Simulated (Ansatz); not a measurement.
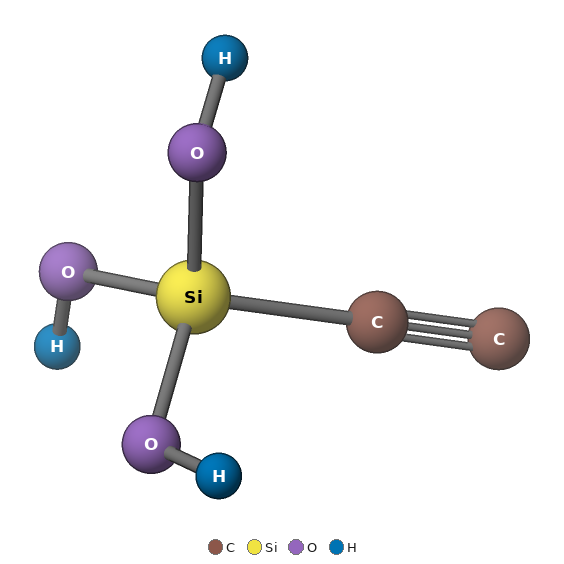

A ball-and-stick model of a molecule. Multiple sticks mark multiple bonds (one Kekulé form).

Charge 0, doublet.

Describe the molecule.

Formula C₂H₃O₃Si. As SMILES it reads `[C]#C[Si](O)(O)O`. It has no ring. Among its groups: Si–O bond. This geometry has C3 symmetry. It is an open-shell species. Coordination: 1 C linear; 1 Si tetrahedral; 3 O bent.

More results for the same structure follow; atom numbers are the same in all pictures, views and colours differ. The computed structure is the end point of a PBE0-D4/def2-TZVP optimisation.

Charges

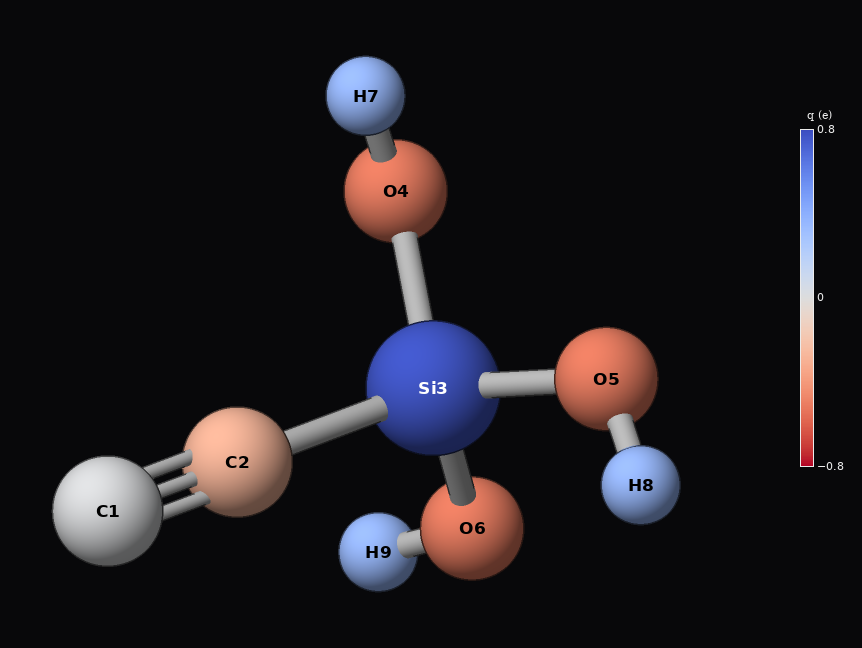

Atoms are coloured by their Mulliken charges. Method: UKS PBE0-D4/def2-TZVP (Ansatz 0.2.0).

Which atom carries the highest charge (most positive or least negative)?

Answer. Si3 (0.75 e).

And the lowest?

Answer. O4, O5, O6 (−0.50 e).

List the Mulliken charges.

```json
{"atom": "C1", "value (e)": "0.01"}
{"atom": "C2", "value (e)": "−0.27"}
{"atom": "Si3", "value (e)": "0.75"}
{"atom": "O4", "value (e)": "−0.50"}
{"atom": "O5", "value (e)": "−0.50"}
{"atom": "O6", "value (e)": "−0.50"}
{"atom": "H7", "value (e)": "0.33"}
{"atom": "H8", "value (e)": "0.33"}
{"atom": "H9", "value (e)": "0.33"}
```

Electronic properties

Method: UKS r2SCANh-D4/def2-TZVPP (Ansatz 0.2.0).

What does the calculation give?

- HOMO energy (Kohn–Sham orbital): −7.90 eV
- ⟨S²⟩ of the determinant: 0.802
- dispersion correction: −5.5 kJ/mol

Thermal motion

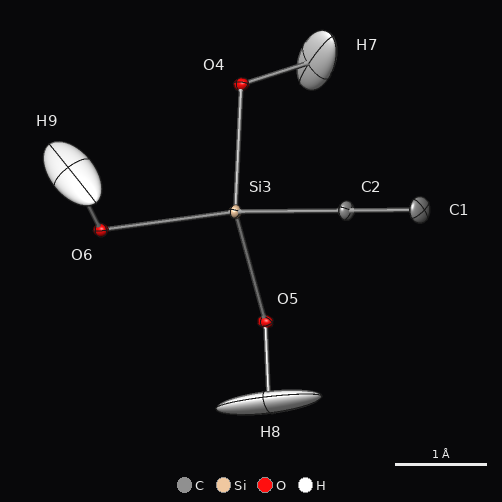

Displacement ellipsoids at the 50 % level, from the internal vibrations of the free molecule (harmonic, no overall translation or rotation; no half-axis is drawn under 0.075 Å). Vibrations computed with UKS PBE0-D4/def2-TZVP (Ansatz 0.2.0). Temperature: 100 K.

Which atom moves most?

Answer. H7, H8, H9, with U_eq = 0.0625 Å².

Does H7 move more along its bond or across it?

Answer. Across it: the root-mean-square amplitude is 0.077 Å along the bond and up to 0.396 Å across, since bending and torsion are softer than stretching.

List U_eq and the three principal root-mean-square amplitudes for each kind of atom.

```
      atom  U_eq (Å²)   rms amplitudes (Å)
        C1     0.0066  0.039, 0.096, 0.096
        C2     0.0038  0.037, 0.071, 0.071
       Si3    0.00088  0.027, 0.031, 0.031
O4, O5, O6     0.0025  0.036, 0.043, 0.067
H7, H8, H9     0.0625  0.075, 0.159, 0.396
```

Mulliken values depend strongly on the basis set and can even reverse the polarity of a bond.
